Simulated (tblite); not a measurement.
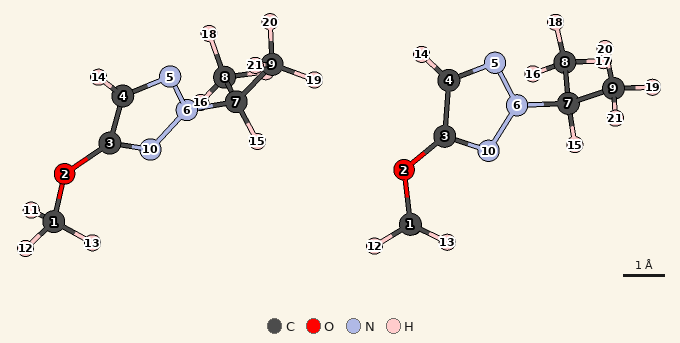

Two geometries of C6H11N3O, drawn at one scale. One is the start of a relaxation, the other its converged end. Style: ball-and-stick. Shown from a free direction.

These are results of GFN2-xTB geometry optimisation, gas phase in tblite, not measurements. 

**Which geometry has the lower energy?**

The right one is the relaxed one. The atom that moves furthest after the best rigid fit is H21 (1.40 Å). Largest moves by element: H 1.40 Å, N 0.73 Å, C 0.72 Å, O 0.10 Å. Among the contacts that change: C8–H18 1.138 → 1.087 Å, C8–H17 1.133 → 1.086 Å, C7–C8 1.485 → 1.526 Å, C4–H14 1.107 → 1.068 Å. Among the angles between lasting bonds that change: N5–N6–N10 106.6° → 114.9°, C3–N10–N6 112.3° → 104.3°, C7–N6–N10 129.8° → 122.1°. Groups turn about C7–C9 by about 45°, N6–C7 by about 40°, C1–O2 by about 25°. The energy falls by 22.6 kcal/mol in 168 geometry steps.
